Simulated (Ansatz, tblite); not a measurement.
# The cluster Sn2Cl4: isomers from a random search

Aim: relax the candidate shapes of the cluster Sn2Cl4 that a cheap search turned up, and see how the levels of theory order them.

Method: relaxed with PBE-D4/def2-SVP, singlet; program: Ansatz 0.2.0, Gaussian basis.

3 further runs of the same task are left out: 1 that didn't finish, 2 set aside as unsound or not needed. Runs told in other sessions of the task aren't counted.

### 1 Starting geometry

6 atoms, charge 0, spin multiplicity 1.

Atoms are counted from 1 here; the program's logs count them from 0.

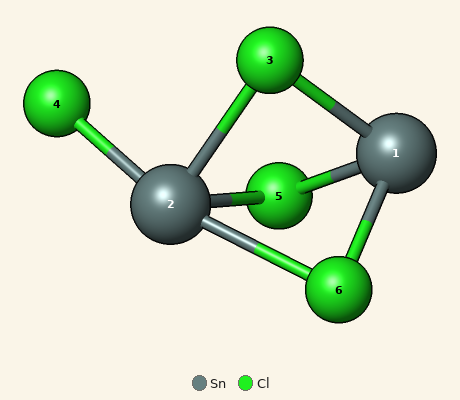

Start geometry, drawn with tin teal, chlorine green; atoms are numbered from 1 in the order of the file.

Sn takes a core potential in the def2 sets. No spin-orbit coupling is included.

A search from random starts with GFN1-xTB found 7 distinct shapes; 2 go on here. The structure above is candidate A, which lies 0.00 eV above the lowest at that level; B lies 0.39 eV above the lowest at that level.

### 2 Relaxing candidate A

Contents of in.yaml:

```yaml
crystal:
  periodic: [false, false, false]
  atoms:
    - {symbol: Sn, position_ang: [-1.785880, 1.066240, 0.090090]}
    - {symbol: Sn, position_ang: [1.286660, -0.232310, 0.122820]}
    - {symbol: Cl, position_ang: [-0.895810, -0.862030, 1.443080]}
    - {symbol: Cl, position_ang: [1.575530, -2.527510, -0.635290]}
    - {symbol: Cl, position_ang: [-0.400430, 0.230130, -1.835950]}
    - {symbol: Cl, position_ang: [0.219920, 2.325480, 0.815250]}
basis:
  gaussian: {orbitals: def2-SVP}
hamiltonian: {xc: pbe, dispersion: d4}
scf: {lower_state_search: "off"}
output: {orbitals: {seedname: orbitals}}
relax: {f_tol: 0.02, max_steps: 100}
```

Run with:

```sh
$ ansatz run in.yaml --threads 4 --pin off --events-out ev --progress --plain --max-ram 4787MiB
```

Log:

```text
Functional definition: PBE
  name "PBE"
  cite "Perdew, Burke & Ernzerhof, Phys. Rev. Lett. 77, 3865 (1996) doi:10.1103/PhysRevLett.77.3865"
  parent pbe
  parameter kappa = 0.804
  parameter beta = 0.06672455060314922
  exchange = pbe_x(kappa = kappa, mu = beta*pi^2/3)
  correlation = pbe_c(beta = beta)
these checks for a lower state are left out or cut short: stability, starts, cluster_reference, orbital_swaps, neighbouring_geometries, increment
1362 factors; their error is unknown
mean field evaluation 1: about -61722.3328 eV, gradient 2.5e1 eV
mean field evaluation 2: about -61713.6702 eV, gradient 5.8e1 eV
mean field evaluation 4: about -61724.0611 eV, gradient 3.9e0 eV
mean field evaluation 8: about -61724.1079 eV, gradient 1.2e-1 eV
mean field evaluation 16: about -61724.0538 eV, gradient 3.8e-5 eV
mean field -61724.05375056 eV, -2268.3171372666 hartree, gradient 2.5e-6 eV, S^2 0.000000; 0 other end points of the search recorded, 0 dependent functions left out
the calculation of the forces begins
reference -61724.05378872 eV, -2268.3171386692 hartree; 56, 56 occupied and 68, 68 virtual orbitals, 1362 factors
relax step   1: F+E_penalty+E_count = -61724.46333721 eV  Δ(F+E_penalty+E_count) = +0.000e0 eV  max|allowed force component| = 1.717e0 eV/Å  Δτ_max = 0.0000 Å  (17 SCF iters, accepted)
these checks for a lower state are left out or cut short: stability, starts, cluster_reference, orbital_swaps, neighbouring_geometries, increment
1362 factors; their error is unknown
mean field -61724.33856062 eV, -2268.3276038435 hartree, gradient 7.5e-7 eV, S^2 0.000000; 0 other end points of the search recorded, 0 dependent functions left out
the calculation of the forces begins
reference -61724.33859968 eV, -2268.3276052790 hartree; 56, 56 occupied and 68, 68 virtual orbitals, 1362 factors
relax step   2: F+E_penalty+E_count = -61724.75173538 eV  Δ(F+E_penalty+E_count) = -2.884e-1 eV  max|allowed force component| = 4.099e-1 eV/Å  Δτ_max = 0.1947 Å  (20 SCF iters, accepted)
these checks for a lower state are left out or cut short: stability, starts, cluster_reference, orbital_swaps, neighbouring_geometries, increment
1362 factors; their error is unknown
mean field evaluation 32: about -61724.3783 eV, gradient 5.8e-5 eV
mean field -61724.37828046 eV, -2268.3290635206 hartree, gradient 1.1e-6 eV, S^2 0.000000; 0 other end points of the search recorded, 0 dependent functions left out
the calculation of the forces begins
reference -61724.37831958 eV, -2268.3290649581 hartree; 56, 56 occupied and 68, 68 virtual orbitals, 1362 factors
relax step   3: F+E_penalty+E_count = -61724.78941036 eV  Δ(F+E_penalty+E_count) = -3.767e-2 eV  max|allowed force component| = 2.430e-1 eV/Å  Δτ_max = 0.0586 Å  (18 SCF iters, accepted)
these checks for a lower state are left out or cut short: stability, starts, cluster_reference, orbital_swaps, neighbouring_geometries, increment
1362 factors; their error is unknown
mean field -61724.40954370 eV, -2268.3302124236 hartree, gradient 2.5e-6 eV, S^2 0.000000; 0 other end points of the search recorded, 0 dependent functions left out
the calculation of the forces begins
reference -61724.40958307 eV, -2268.3302138705 hartree; 56, 56 occupied and 68, 68 virtual orbitals, 1362 factors
relax step   4: F+E_penalty+E_count = -61724.81600569 eV  Δ(F+E_penalty+E_count) = -2.660e-2 eV  max|allowed force component| = 1.787e-1 eV/Å  Δτ_max = 0.1333 Å  (18 SCF iters, accepted)
these checks for a lower state are left out or cut short: stability, starts, cluster_reference, orbital_swaps, neighbouring_geometries, increment
1362 factors; their error is unknown
mean field -61724.38173570 eV, -2268.3291904985 hartree, gradient 2.1e-6 eV, S^2 0.000000; 0 other end points of the search recorded, 0 dependent functions left out
the calculation of the forces begins
reference -61724.38177518 eV, -2268.3291919493 hartree; 56, 56 occupied and 68, 68 virtual orbitals, 1362 factors
relax step   5: F+E_penalty+E_count = -61724.78856257 eV  Δ(F+E_penalty+E_count) = +2.744e-2 eV  max|allowed force component| = 4.255e-1 eV/Å  Δτ_max = 0.0531 Å  (17 SCF iters, rejected (line search))
these checks for a lower state are left out or cut short: stability, starts, cluster_reference, orbital_swaps, neighbouring_geometries, increment
1362 factors; their error is unknown
mean field -61724.41264827 eV, -2268.3303265144 hartree, gradient 1.5e-6 eV, S^2 0.000000; 0 other end points of the search recorded, 0 dependent functions left out
the calculation of the forces begins
reference -61724.41268767 eV, -2268.3303279621 hartree; 56, 56 occupied and 68, 68 virtual orbitals, 1362 factors
relax step   6: F+E_penalty+E_count = -61724.82059333 eV  Δ(F+E_penalty+E_count) = -4.588e-3 eV  max|allowed force component| = 8.929e-2 eV/Å  Δτ_max = 0.0266 Å  (19 SCF iters, accepted)
these checks for a lower state are left out or cut short: stability, starts, cluster_reference, orbital_swaps, neighbouring_geometries, increment
1362 factors; their error is unknown
mean field -61724.41415222 eV, -2268.3303817834 hartree, gradient 1.7e-6 eV, S^2 0.000000; 0 other end points of the search recorded, 0 dependent functions left out
the calculation of the forces begins
reference -61724.41419162 eV, -2268.3303832314 hartree; 56, 56 occupied and 68, 68 virtual orbitals, 1362 factors
relax step   7: F+E_penalty+E_count = -61724.82295748 eV  Δ(F+E_penalty+E_count) = -2.364e-3 eV  max|allowed force component| = 1.984e-2 eV/Å  Δτ_max = 0.0434 Å  (18 SCF iters, accepted)
Total energy: -61724.82299689 eV, -2268.3454065479 hartree
Atom 0 at    -1.854278     1.183097     0.122841 Å, force     0.006007    -0.018870    -0.004942 eV/Å
Atom 1 at     1.444764    -0.467814     0.058739 Å, force    -0.013052    -0.012879    -0.007257 eV/Å
Atom 2 at    -0.844969    -0.843630     1.454586 Å, force     0.009379     0.015002    -0.012517 eV/Å
Atom 3 at     1.634301    -2.759447    -0.689925 Å, force    -0.005781     0.010690     0.003823 eV/Å
Atom 4 at    -0.354699     0.263801    -1.827591 Å, force     0.004504     0.004122     0.019843 eV/Å
Atom 5 at    -0.025129     2.623993     0.881350 Å, force    -0.001057     0.001935     0.001049 eV/Å
Dipole moment:    -0.290013     0.390120     0.089040 e Å
Checks for a lower state left out: stability, starts, cluster_reference, orbital_swaps, neighbouring_geometries, increment
```

Wall time 7 s (4 threads of Arm Neoverse V2, shared host).

Step by step: (the energy doesn't fall at every step)

```csv
step,energy from step 1 (eV),largest force component (eV/Å)
1,0.0000,1.7169
2,-0.2884,0.4099
3,-0.3261,0.2430
4,-0.3527,0.1787
5,-0.3252,0.4255
6,-0.3573,0.0893
7,-0.3596,0.0198
```

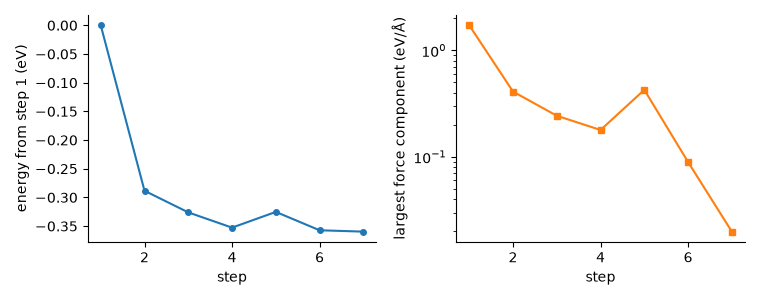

Energy and largest force along the relaxation.

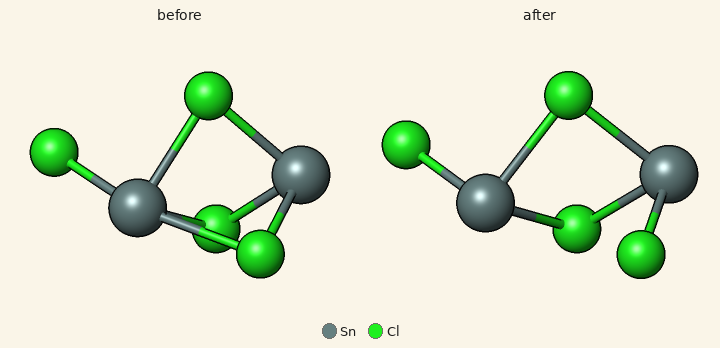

Before and after, at one scale.

Distances of close pairs at the start and the end, largest changes first:

```csv
bond,before (Å),after (Å),change (Å)
Sn2–Cl6,2.857,3.521,+0.664
Sn1–Cl5,2.516,2.626,+0.111
Sn1–Cl3,2.518,2.627,+0.109
Sn2–Cl5,2.626,2.708,+0.081
Sn2–Cl3,2.627,2.708,+0.081
Sn1–Cl6,2.477,2.449,-0.028
Sn2–Cl4,2.434,2.418,-0.016
```

Contacts that opened: Sn2–Cl6 2.86 to 3.52 Å.

### 3 Relaxing candidate B

Contents of in.yaml:

```yaml
crystal:
  periodic: [false, false, false]
  atoms:
    - {symbol: Sn, position_ang: [1.414740, 0.445160, -0.274540]}
    - {symbol: Sn, position_ang: [-1.414430, -0.446140, 0.274790]}
    - {symbol: Cl, position_ang: [0.740560, -1.945470, 0.680270]}
    - {symbol: Cl, position_ang: [0.159520, 0.776620, 2.044260]}
    - {symbol: Cl, position_ang: [-0.744580, 1.943580, -0.680510]}
    - {symbol: Cl, position_ang: [-0.155800, -0.773760, -2.044280]}
basis:
  gaussian: {orbitals: def2-SVP}
hamiltonian: {xc: pbe, dispersion: d4}
scf: {lower_state_search: "off"}
output: {orbitals: {seedname: orbitals}}
relax: {f_tol: 0.02, max_steps: 100}
```

Launched as before.

Log:

```text
Functional definition: PBE
  name "PBE"
  cite "Perdew, Burke & Ernzerhof, Phys. Rev. Lett. 77, 3865 (1996) doi:10.1103/PhysRevLett.77.3865"
  parent pbe
  parameter kappa = 0.804
  parameter beta = 0.06672455060314922
  exchange = pbe_x(kappa = kappa, mu = beta*pi^2/3)
  correlation = pbe_c(beta = beta)
these checks for a lower state are left out or cut short: stability, starts, cluster_reference, orbital_swaps, neighbouring_geometries, increment
1362 factors; their error is unknown
mean field evaluation 1: about -61721.5158 eV, gradient 2.6e1 eV
mean field evaluation 2: about -61715.8624 eV, gradient 5.0e1 eV
mean field evaluation 4: about -61723.4900 eV, gradient 1.5e0 eV
mean field evaluation 8: about -61723.4445 eV, gradient 2.4e-2 eV
mean field evaluation 16: about -61723.4445 eV, gradient 4.4e-6 eV
mean field -61723.44450670 eV, -2268.2947479677 hartree, gradient 4.4e-6 eV, S^2 0.000000; 0 other end points of the search recorded, 0 dependent functions left out
the calculation of the forces begins
reference -61723.44454355 eV, -2268.2947493221 hartree; 56, 56 occupied and 68, 68 virtual orbitals, 1362 factors
relax step   1: F+E_penalty+E_count = -61723.87795084 eV  Δ(F+E_penalty+E_count) = +0.000e0 eV  max|allowed force component| = 1.086e0 eV/Å  Δτ_max = 0.0000 Å  (15 SCF iters, accepted)
these checks for a lower state are left out or cut short: stability, starts, cluster_reference, orbital_swaps, neighbouring_geometries, increment
1362 factors; their error is unknown
mean field -61723.39123309 eV, -2268.2927901989 hartree, gradient 1.2e-6 eV, S^2 0.000000; 0 other end points of the search recorded, 0 dependent functions left out
the calculation of the forces begins
reference -61723.39127043 eV, -2268.2927915709 hartree; 56, 56 occupied and 68, 68 virtual orbitals, 1362 factors
relax step   2: F+E_penalty+E_count = -61723.84516065 eV  Δ(F+E_penalty+E_count) = +3.279e-2 eV  max|allowed force component| = 1.307e0 eV/Å  Δτ_max = 0.1681 Å  (19 SCF iters, rejected (line search))
these checks for a lower state are left out or cut short: stability, starts, cluster_reference, orbital_swaps, neighbouring_geometries, increment
1362 factors; their error is unknown
mean field -61723.56175314 eV, -2268.2990566951 hartree, gradient 1.8e-6 eV, S^2 0.000000; 0 other end points of the search recorded, 0 dependent functions left out
the calculation of the forces begins
reference -61723.56179128 eV, -2268.2990580968 hartree; 56, 56 occupied and 68, 68 virtual orbitals, 1362 factors
relax step   3: F+E_penalty+E_count = -61723.98874113 eV  Δ(F+E_penalty+E_count) = -1.108e-1 eV  max|allowed force component| = 1.720e-1 eV/Å  Δτ_max = 0.0609 Å  (17 SCF iters, accepted)
these checks for a lower state are left out or cut short: stability, starts, cluster_reference, orbital_swaps, neighbouring_geometries, increment
1362 factors; their error is unknown
mean field evaluation 32: about -61723.6113 eV, gradient 1.5e0 eV
mean field -61723.56460700 eV, -2268.2991615726 hartree, gradient 1.2e-6 eV, S^2 0.000000; 0 other end points of the search recorded, 0 dependent functions left out
the calculation of the forces begins
reference -61723.56464473 eV, -2268.2991629592 hartree; 56, 56 occupied and 68, 68 virtual orbitals, 1362 factors
relax step   4: F+E_penalty+E_count = -61723.99360558 eV  Δ(F+E_penalty+E_count) = -4.864e-3 eV  max|allowed force component| = 1.678e-2 eV/Å  Δτ_max = 0.0189 Å  (18 SCF iters, accepted)
Total energy: -61723.99364331 eV, -2268.3149283660 hartree
Atom 0 at     1.465535     0.460755    -0.285479 Å, force    -0.003751    -0.001480     0.000385 eV/Å
Atom 1 at    -1.465529    -0.460763     0.285481 Å, force     0.003744     0.001505    -0.000381 eV/Å
Atom 2 at     0.758314    -1.985106     0.694473 Å, force     0.006343    -0.016047     0.005316 eV/Å
Atom 3 at     0.160120     0.790496     2.085068 Å, force     0.000787     0.006469     0.016776 eV/Å
Atom 4 at    -0.758545     1.985018    -0.694442 Å, force    -0.006099     0.016179    -0.005314 eV/Å
Atom 5 at    -0.159885    -0.790410    -2.085111 Å, force    -0.001023    -0.006626    -0.016781 eV/Å
Dipole moment:     0.000002    -0.000005     0.000000 e Å
Checks for a lower state left out: stability, starts, cluster_reference, orbital_swaps, neighbouring_geometries, increment
```

It took 4 s on 4 threads of Arm Neoverse V2, shared host.

Step by step: (the energy doesn't fall at every step)

```csv
step,energy from step 1 (eV),largest force component (eV/Å)
1,0.0000,1.0861
2,0.0328,1.3073
3,-0.1108,0.1720
4,-0.1157,0.0168
```

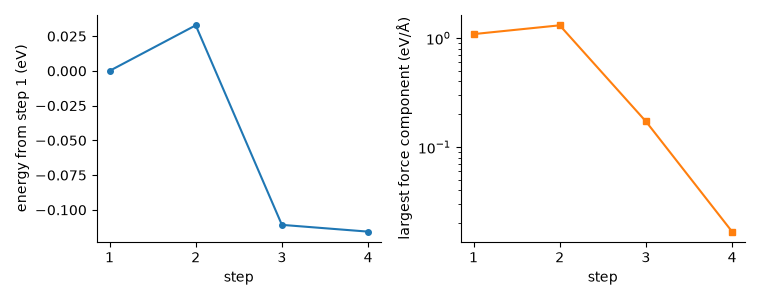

Energy and force, step by step.

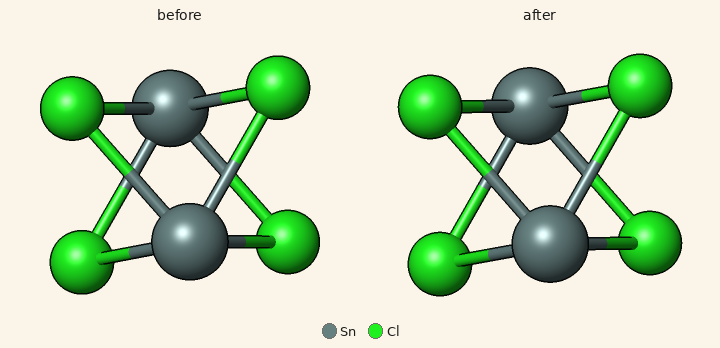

Before and after, at one scale.

Close pairs (by a distance rule), those that changed most:

```csv
bond,before (Å),after (Å),change (Å)
Sn1–Sn2,3.017,3.125,+0.108
Sn2–Cl3,2.656,2.727,+0.071
Sn1–Cl4,2.657,2.726,+0.069
Sn2–Cl5,2.659,2.728,+0.069
Sn1–Cl5,2.659,2.727,+0.068
Sn2–Cl6,2.659,2.726,+0.068
Sn1–Cl6,2.662,2.729,+0.067
Sn1–Cl3,2.661,2.728,+0.067
```

### 4 The relaxed candidates

```csv
candidate,point group,"bonds (count, mean Å)",energy above the lowest (kcal/mol)
A,Cs,"Cl–Sn 6, 2.59",0.0
B,D4h,"Cl–Sn 8, 2.73",19.1
```

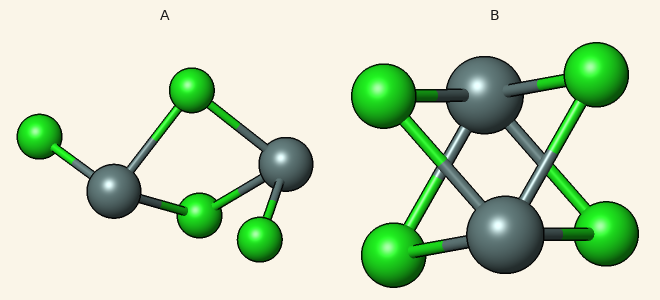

The candidates after relaxation.

### 5 Candidate B, GFN1-xTB

Tight binding, by tblite at 300 K electronic temperature and without a spin-polarisation term:

```python
tblite.interface.Calculator('GFN1-xTB', numbers, positions, charge=0, uhf=0).singlepoint()
```

Energy -605.4282 eV, HOMO -12.36 eV, LUMO -7.58 eV; 0.006 s.

### 6 Candidate B, GFN2-xTB

Tight binding, by tblite at 300 K electronic temperature and without a spin-polarisation term:

```python
tblite.interface.Calculator('GFN2-xTB', numbers, positions, charge=0, uhf=0).singlepoint()
```

Energy -617.3992 eV, HOMO -11.46 eV, LUMO -7.26 eV; 0.01 s.

### 7 Candidate B, PBE0-D4/def2-TZVP

start.molden holds the orbitals of an earlier run on this state, given as this run's starting guess.

Contents of in.yaml:

```yaml
crystal:
  periodic: [false, false, false]
  atoms:
    - {symbol: Sn, position_ang: [1.465535, 0.460755, -0.285479]}
    - {symbol: Sn, position_ang: [-1.465529, -0.460763, 0.285481]}
    - {symbol: Cl, position_ang: [0.758314, -1.985106, 0.694473]}
    - {symbol: Cl, position_ang: [0.160120, 0.790496, 2.085068]}
    - {symbol: Cl, position_ang: [-0.758545, 1.985018, -0.694442]}
    - {symbol: Cl, position_ang: [-0.159885, -0.790410, -2.085111]}
basis:
  gaussian: {orbitals: def2-TZVP, initial_orbitals: start.molden}
hamiltonian: {xc: pbe0, dispersion: d4}
scf: {omitted_lower_state_checks: [starts]}
output: {orbitals: {seedname: orbitals}}
```

Same command.

Log:

```text
Functional definition: PBE0
  name "PBE0"
  cite "Adamo & Barone, J. Chem. Phys. 110, 6158 (1999) doi:10.1063/1.478522"
  cite "Perdew, Burke & Ernzerhof, Phys. Rev. Lett. 77, 3865 (1996) doi:10.1103/PhysRevLett.77.3865"
  parent pbe
  parameter a = 0.25
  parameter kappa = 0.804
  parameter beta = 0.06672455060314922
  exchange = (1 - a)*pbe_x(kappa = kappa, mu = beta*pi^2/3) + a*exact_x
  correlation = pbe_c(beta = beta)
these checks for a lower state are left out or cut short: starts
1994 factors; their error is unknown
mean field evaluation 1: about -61741.4850 eV, gradient 1.9e2 eV
mean field evaluation 2: about -61744.7600 eV, gradient 5.5e0 eV
mean field evaluation 4: about -61745.2128 eV, gradient 2.9e-1 eV
mean field evaluation 8: about -61745.2130 eV, gradient 7.7e-6 eV
mean field -61745.21303940 eV, -2269.0947267895 hartree, gradient 7.7e-6 eV, S^2 0.000000; 0 other end points of the search recorded, 0 dependent functions left out
reference -61745.21307422 eV, -2269.0947280690 hartree; 56, 56 occupied and 192, 192 virtual orbitals, 1994 factors
Total energy: -61745.58111274 eV, -2269.1082532350 hartree
Checks for a lower state left out: starts
```

It took 7 s on 4 threads of Arm Neoverse V2, shared host; peak memory 1.2 GiB.

From the report: HOMO -7.85 eV, LUMO -2.54 eV.

### 8 Candidate B, PBE-D4/def2-TZVP

Edit in.yaml of step 7 so:

```diff
@@ -11,4 +11,4 @@
   gaussian: {orbitals: def2-TZVP, initial_orbitals: start.molden}
-hamiltonian: {xc: pbe0, dispersion: d4}
+hamiltonian: {xc: pbe, dispersion: d4}
 scf: {omitted_lower_state_checks: [starts]}
-output: {orbitals: {seedname: orbitals}}
+output: {forces: true, orbitals: {seedname: orbitals}}
```

Launched as before.

Log:

```text
Functional definition: PBE
  name "PBE"
  cite "Perdew, Burke & Ernzerhof, Phys. Rev. Lett. 77, 3865 (1996) doi:10.1103/PhysRevLett.77.3865"
  parent pbe
  parameter kappa = 0.804
  parameter beta = 0.06672455060314922
  exchange = pbe_x(kappa = kappa, mu = beta*pi^2/3)
  correlation = pbe_c(beta = beta)
these checks for a lower state are left out or cut short: starts
1800 factors; their error is unknown
mean field evaluation 1: about -61741.0269 eV, gradient 1.7e1 eV
mean field evaluation 2: about -61741.2056 eV, gradient 2.8e-1 eV
mean field evaluation 4: about -61741.1973 eV, gradient 9.2e-2 eV
mean field evaluation 8: about -61741.1973 eV, gradient 1.1e-5 eV
mean field -61741.19729089 eV, -2268.9471507537 hartree, gradient 1.1e-5 eV, S^2 0.000000; 0 other end points of the search recorded, 0 dependent functions left out
the calculation of the forces begins
reference -61741.19733831 eV, -2268.9471524962 hartree; 56, 56 occupied and 192, 192 virtual orbitals, 1800 factors
Total energy: -61741.62633688 eV, -2268.9629179029 hartree
Atom 0 at     1.465535     0.460755    -0.285479 Å, force    -0.243488    -0.076186     0.047812 eV/Å
Atom 1 at    -1.465529    -0.460763     0.285481 Å, force     0.243478     0.076210    -0.047814 eV/Å
Atom 2 at     0.758314    -1.985106     0.694473 Å, force    -0.016736     0.043561    -0.015516 eV/Å
Atom 3 at     0.160120     0.790496     2.085068 Å, force    -0.003391    -0.017096    -0.046040 eV/Å
Atom 4 at    -0.758545     1.985018    -0.694442 Å, force     0.016917    -0.043454     0.015531 eV/Å
Atom 5 at    -0.159885    -0.790410    -2.085111 Å, force     0.003220     0.016965     0.046028 eV/Å
Dipole moment:     0.000002    -0.000006    -0.000000 e Å
Checks for a lower state left out: starts
```

It took 3.8 s on 4 threads of Arm Neoverse V2, shared host.

HOMO -6.47 eV, LUMO -3.19 eV.

### 9 Candidate B, r2SCAN-D4/def2-TZVP

Edit in.yaml of step 8 so:

```diff
@@ -11,4 +11,4 @@
   gaussian: {orbitals: def2-TZVP, initial_orbitals: start.molden}
-hamiltonian: {xc: pbe, dispersion: d4}
+hamiltonian: {xc: r2scan, dispersion: d4}
 scf: {omitted_lower_state_checks: [starts]}
-output: {forces: true, orbitals: {seedname: orbitals}}
+output: {orbitals: {seedname: orbitals}}
```

Launched as before.

Log:

```text
Functional definition: r2SCAN
  name "r2SCAN"
  cite "Furness, Kaplan, Ning, Perdew & Sun, J. Phys. Chem. Lett. 11, 8208 (2020) doi:10.1021/acs.jpclett.0c02405"
  cite "Furness, Kaplan, Ning, Perdew & Sun, J. Phys. Chem. Lett. 11, 9248 (2020) doi:10.1021/acs.jpclett.0c03077"
  parent r2scan
  parameter k0 = 0.174
  parameter k1 = 0.065
  parameter a1 = 4.9479
  exchange = r2scan_x(k0 = k0, k1 = k1, a1 = a1)
  correlation = r2scan_c
these checks for a lower state are left out or cut short: starts
1800 factors; their error is unknown
mean field evaluation 1: about -61762.5925 eV, gradient 1.3e1 eV
mean field evaluation 2: about -61762.6610 eV, gradient 1.2e-1 eV
mean field evaluation 4: about -61762.6397 eV, gradient 1.7e-4 eV
mean field -61762.63967975 eV, -2269.7351440102 hartree, gradient 2.7e-5 eV, S^2 0.000000; 0 other end points of the search recorded, 0 dependent functions left out
reference -61762.63969302 eV, -2269.7351444975 hartree; 56, 56 occupied and 192, 192 virtual orbitals, 1800 factors
Total energy: -61762.72666066 eV, -2269.7383404995 hartree
Checks for a lower state left out: starts
```

Wall time 8 s (4 threads of Arm Neoverse V2, shared host).

Report: HOMO -6.83 eV, LUMO -3.09 eV.

[end of part 1 of 2]
